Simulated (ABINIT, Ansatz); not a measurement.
## TiSnS3 (Pm-3m): zone-centre phonons

Wanted: the vibrations of TiSnS3 (Pm-3m) at Γ, by two programs.

Calculated with ABINIT 10.8.3; DFT PBEsol, scalar-relativistic, plane waves, PseudoDojo norm-conserving pseudopotentials.

The structure was built from a prototype and need not be the compound's stable phase.

## (1) Starting point

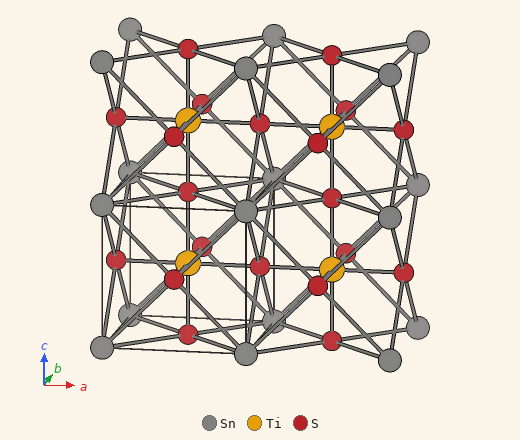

The cell as given, slightly off an axis (tin grey, titanium orange, sulfur red). 2×1×2 cells are drawn. Some periodic images of atoms are drawn too.

As a file:

```cif
data_structure
_symmetry_space_group_name_H-M 'P 1'
_symmetry_Int_Tables_number 1
_cell_length_a 4.6790
_cell_length_b 4.6790
_cell_length_c 4.6790
_cell_angle_alpha 90.000
_cell_angle_beta 90.000
_cell_angle_gamma 90.000
_cell_volume 102.44
loop_
_atom_site_label
_atom_site_type_symbol
_atom_site_fract_x
_atom_site_fract_y
_atom_site_fract_z
_atom_site_occupancy
Sn1 Sn 0.00000 0.00000 0.00000 1
Ti2 Ti 0.50000 0.50000 0.50000 1
S3 S 0.50000 0.50000 0.00000 1
S4 S 0.50000 0.00000 0.50000 1
S5 S 0.00000 0.50000 0.50000 1
```

## (2) Relaxing the cell and atoms

The harmonic expansion needs vanishing forces, and a free crystal bears no stress, so cell and atoms are brought to rest. Stress is more sensitive to the basis than forces are: the last 3 Ha under the cutoff are smoothed with ecutsm, and the cutoff is raised above that of the later runs.

The starting cell comes from a relaxation made beforehand in Ansatz (PBEsol, PseudoDojo NC).

File relax.abi:

```
# relaxation
ionmov 2
optcell 2
dilatmx 1.08
ntime 40
tolmxf 1.0d-05
tolvrs 1.0d-14
prtwf 0
prtden 0
chksymtnons 0

# basis, mesh and filling
ecut 47.0
ecutsm 3.0
ngkpt 6 6 6
nshiftk 1
shiftk 0.0 0.0 0.0
istwfk *1
occopt 7
tsmear 0.01
nband 31
nstep 100
diemac 1000000.0
prtebands 0
prtgsr 0
useylm 1

# cell and atoms
acell 3*1.0 Angstrom
rprim 
    4.678983988 0.0 0.0
    0.0 4.678983988 0.0
    0.0 0.0 4.678983988
ntypat 3
znucl 50 22 16
natom 5
typat 1 2 3 3 3
xred 
    0.0 0.0 0.0
    0.5 0.5 0.5
    0.5 0.5 0.0
    0.5 0.0 0.5
    0.0 0.5 0.5
pp_dirpath "./pseudo"
pseudos "Sn.upf, Ti.upf, S.upf"
```

The run is started by

```console
OMP_NUM_THREADS=1 mpirun -n 4 abinit relax.abi > relax.log
```

Numbers of over 12 decimals in the logs are rounded to 6 here.

relax.abo, the main output file:

```text
[banners, grids, parts of the stress and lines that vanish by symmetry left out]
- input  file    -> relax.abi
- output file    -> relax.abo
- root for input  files -> relaxi
[...]
Symmetries : space group Pm -3 m (#221); Bravais cP (primitive cubic)
[...]
mpw =       13448          nfft =      216000          nkpt =          20
[...]
== DATASET  1 ==================================================================
[...]
cutoff_energies: {ecut:  47.0, pawecutdg:  -1.0, }
[...]
ETOT  1  -170.37026896468    -1.704E+02 2.906E-01 1.813E+03
 ETOT  2  -163.04414949863     7.326E+00 8.707E-02 6.414E+04
 ETOT  3  -171.10432934079    -8.060E+00 1.298E-02 7.303E+01
 ETOT  4  -171.11119256860    -6.863E-03 8.194E-03 3.560E+01
 ETOT  5  -171.11367646689    -2.484E-03 1.274E-03 5.235E+00
[...]
At SCF step   15       vres2   =  1.51E-15 < tolvrs=  1.00E-14 =>converged.
[...]
sigma(1 1)= -4.51248729E-06  sigma(3 2)=  0.00000000E+00
  sigma(2 2)= -4.51248729E-06  sigma(3 1)=  0.00000000E+00
  sigma(3 3)= -4.51248729E-06  sigma(2 1)=  0.00000000E+00
[...]
convergence: {deltae: -1.734E-12, res2:  1.514E-15, residm:  9.241E-05, diffor: null, }
etotal    :  -1.71114255E+02
[...]
ETOT  1  -171.11419123777    -1.711E+02 7.586E-05 5.893E-01
[...]
At SCF step   11       vres2   =  3.92E-16 < tolvrs=  1.00E-14 =>converged.
[...]
sigma(1 1)= -3.31000578E-06  sigma(3 2)=  0.00000000E+00
  sigma(2 2)= -3.31000578E-06  sigma(3 1)=  0.00000000E+00
  sigma(3 3)= -3.31000578E-06  sigma(2 1)=  0.00000000E+00
[...]
convergence: {deltae: -5.940E-12, res2:  3.923E-16, residm:  2.561E-05, diffor: null, }
etotal    :  -1.71114256E+02
[...]
ETOT  1  -171.11376815040    -1.711E+02 1.537E-05 4.456E+00
[...]
ETOT 10  -171.11425723943     4.889E-12 5.078E-06 7.978E-13
 ETOT 11  -171.11425723943    -2.927E-12 5.152E-06 7.929E-15
 At SCF step   11       vres2   =  7.93E-15 < tolvrs=  1.00E-14 =>converged.
[...]
sigma(1 1)= -6.31884033E-09  sigma(3 2)=  0.00000000E+00
  sigma(2 2)= -6.31884033E-09  sigma(3 1)=  0.00000000E+00
  sigma(3 3)= -6.31884032E-09  sigma(2 1)=  0.00000000E+00
[...]
convergence: {deltae: -2.927E-12, res2:  7.929E-15, residm:  5.152E-06, diffor: null, }
etotal    :  -1.71114257E+02
[...]
At Broyd/MD step   3, gradients are converged :
[...]
sigma(1 1)= -6.31884033E-09  sigma(3 2)=  0.00000000E+00
  sigma(2 2)= -6.31884033E-09  sigma(3 1)=  0.00000000E+00
  sigma(3 3)= -6.31884032E-09  sigma(2 1)=  0.00000000E+00
[...]
- sigma(1 1)= -1.85906701E-04  sigma(3 2)=  0.00000000E+00
- sigma(2 2)= -1.85906701E-04  sigma(3 1)=  0.00000000E+00
- sigma(3 3)= -1.85906701E-04  sigma(2 1)=  0.00000000E+00
[...]
fcart     -0.0000000000E+00 -0.0000000000E+00 -0.0000000000E+00
           strten     -6.3188403295E-09 -6.3188403286E-09 -6.3188403234E-09
================================================================================

[key lines of the parts left out:]
pressure_GPa:   1.8591E-04
Total energy (etotal) [Ha]= -1.71114257239435E+02
```

Run time: 5.1 min. Hardware: 4 MPI ranks of Arm Neoverse V1, shared host; 20 min of CPU time.

Little changed from the start: no atom moved by 0.005 Å and no cell edge by 0.1 %.

Read from the output:

* volume per atom: 20.52 Å³
* pressure: 1.86e-4 GPa
* gap on the k-mesh: 0 eV

## (3) Ground state

The response is built on these wavefunctions, so the potential is converged far more tightly than an energy would need. Occupations are smeared.

File gs.abi:

```
# ground state
tolvrs 1.0d-16
prtden 1
prtwf 1

# basis, mesh and filling
ecut 38.0
ngkpt 6 6 6
nshiftk 1
shiftk 0.0 0.0 0.0
istwfk *1
occopt 7
tsmear 0.01
nband 31
nstep 100
diemac 1000000.0
prtebands 0
prtgsr 0
useylm 1

# cell and atoms
acell 3*1.0 Angstrom
rprim 
    4.681363637 0.0 0.0
    0.0 4.681363637 0.0
    0.0 0.0 4.681363637
ntypat 3
znucl 50 22 16
natom 5
typat 1 2 3 3 3
xred 
    0.0 0.0 0.0
    0.5 0.5 0.5
    0.5 0.5 0.0
    0.5 0.0 0.5
    0.0 0.5 0.5
pp_dirpath "./pseudo"
pseudos "Sn.upf, Ti.upf, S.upf"
```

The run is started by

```console
OMP_NUM_THREADS=1 mpirun -n 4 abinit gs.abi > gs.log
```

gs.abo, the main output file:

```text
[banners, grids, parts of the stress and lines that vanish by symmetry left out]
- input  file    -> gs.abi
- output file    -> gs.abo
- root for input  files -> gsi
[...]
Symmetries : space group Pm -3 m (#221); Bravais cP (primitive cubic)
[...]
mpw =        7809          nfft =      125000          nkpt =          20
[...]
== DATASET  1 ==================================================================
[...]
cutoff_energies: {ecut:  38.0, pawecutdg:  -1.0, }
[...]
ETOT  1  -170.51261551381    -1.705E+02 2.340E-01 9.647E+02
 ETOT  2  -163.24441380915     7.268E+00 1.415E-01 3.627E+04
 ETOT  3  -171.10411279486    -7.860E+00 1.510E-02 4.735E+01
 ETOT  4  -171.11120262206    -7.090E-03 1.563E-02 2.007E+01
 ETOT  5  -171.11360342468    -2.401E-03 2.746E-03 3.108E+00
[...]
ETOT 15  -171.11419572281     1.299E-11 9.505E-05 1.254E-15
 ETOT 16  -171.11419572282    -7.304E-12 9.948E-05 9.263E-18
 At SCF step   16       vres2   =  9.26E-18 < tolvrs=  1.00E-16 =>converged.
[...]
sigma(1 1)=  1.08191017E-06  sigma(3 2)=  0.00000000E+00
  sigma(2 2)=  1.08191017E-06  sigma(3 1)=  0.00000000E+00
  sigma(3 3)=  1.08191017E-06  sigma(2 1)=  0.00000000E+00
[...]
convergence: {deltae: -7.304E-12, res2:  9.263E-18, residm:  9.948E-05, diffor: null, }
etotal    :  -1.71114196E+02
[...]
sigma(1 1)=  1.08191017E-06  sigma(3 2)=  0.00000000E+00
  sigma(2 2)=  1.08191017E-06  sigma(3 1)=  0.00000000E+00
  sigma(3 3)=  1.08191017E-06  sigma(2 1)=  0.00000000E+00
[...]
- sigma(1 1)=  3.18308961E-02  sigma(3 2)=  0.00000000E+00
- sigma(2 2)=  3.18308961E-02  sigma(3 1)=  0.00000000E+00
- sigma(3 3)=  3.18308961E-02  sigma(2 1)=  0.00000000E+00
[...]
fcart     -0.0000000000E+00 -0.0000000000E+00 -0.0000000000E+00
           strten      1.0819101684E-06  1.0819101684E-06  1.0819101684E-06
================================================================================

[key lines of the parts left out:]
pressure_GPa:  -3.1831E-02
```

Elapsed: 76 s, on 4 MPI ranks.

Numbers from this step:

```
pressure : -0.03183 GPa
```

The cell stands at -0.032 GPa, close enough for phonons.

(Part 1 of 4 ends here.)

[Host names and launcher messages were left out of these logs when they were recorded.]

[Logs are printed without paths, hosts, clocks, repeated set-up lines and the standing remarks that a program may print on its own settings, such as how far it seeks lower states.]

[Hosts, paths, dates, database ids (printed as entryN), source tags and the programs' standing remarks are cut or masked in the printed files.]
